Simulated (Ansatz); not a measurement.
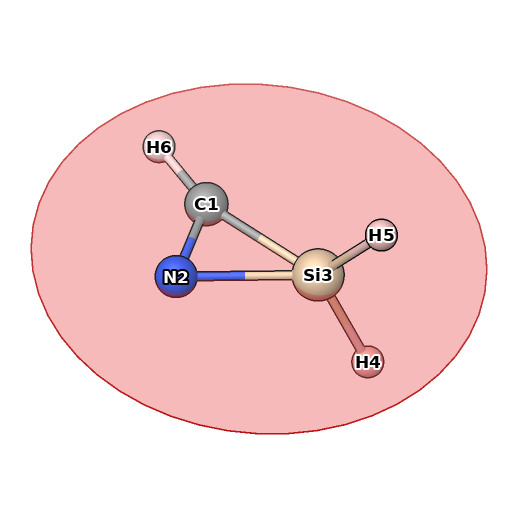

A disc through the centre of mass is drawn in. Atoms fade into the background with distance from the viewer. Computed geometry: PBE0-D4/def2-TZVP optimisation. No frequency run is at hand to confirm it as a minimum.

Is the plane of the disc a mirror plane of the structure?

Answer. Yes. The reflection leaves C1, N2, Si3, H6 in place and moves H4 ↔ H5. The point group is Cs.
